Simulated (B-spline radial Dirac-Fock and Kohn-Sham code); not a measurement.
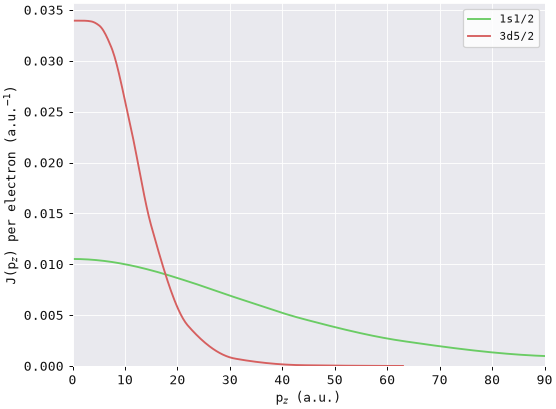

Compton profiles of the subshells 1s1/2 and 3d5/2, per electron. It refers to Hf²⁸⁺ in the configuration [Kr] 4d8. Method: the impulse approximation on Dirac–Fock orbitals (average of configuration) (computed with a B-spline radial atomic code). Open shells are averaged over j.

### Which of them has the largest mean momentum?

1s1/2, ⟨p⟩ = 74.0 a.u.

### Which of the subshells shown has the highest J(0), and what does that say?

3d5/2, J(0) = 0.0339 a.u.⁻¹. J(0) is half the mean of 1/p, so of those shown it has the most weight at low momentum.
